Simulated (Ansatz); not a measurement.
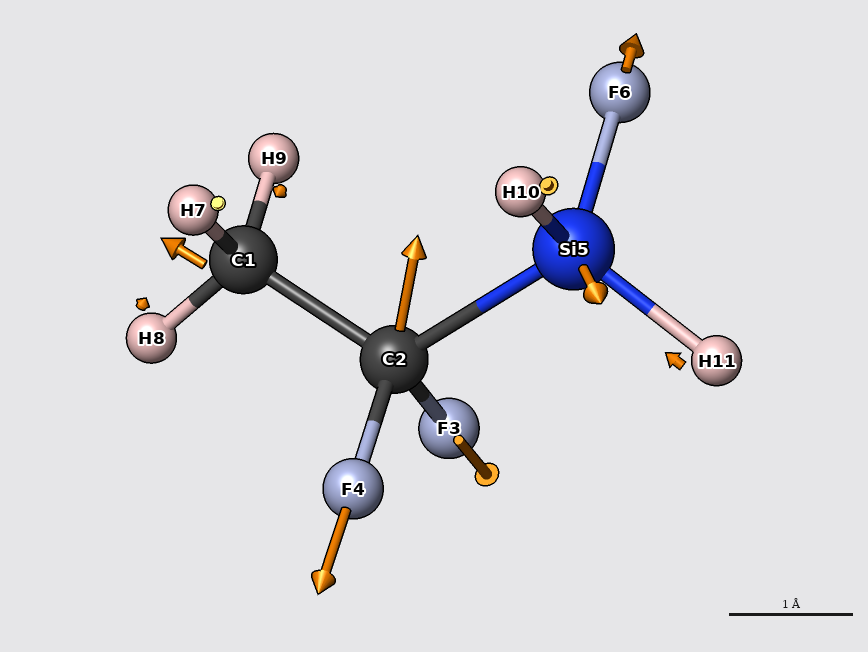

Arrows show the forces on the atoms, 2 Å of arrow for 1 eV/Å; forces under a tenth of the largest aren't drawn. Level of theory: B3LYP-D4/def2-TZVPP (Ansatz 0.2.0).

List the force components in the frame of the picture (x right, y up, z towards the viewer), in eV/Å.

```csv
atom,Fx,Fy,Fz
C1,−0.18,0.11,−0.05
C2,0.07,0.39,0.12
F3,0.15,−0.18,−0.38
F4,−0.12,−0.35,0.27
Si5,0.07,−0.15,0.23
F6,0.04,0.15,−0.11
H7,0.01,−0.01,−0.05
H8,0.02,0.04,0.02
H9,−0.03,−0.04,0.03
H10,0.03,−0.03,−0.08
H11,−0.08,0.06,0.00
```
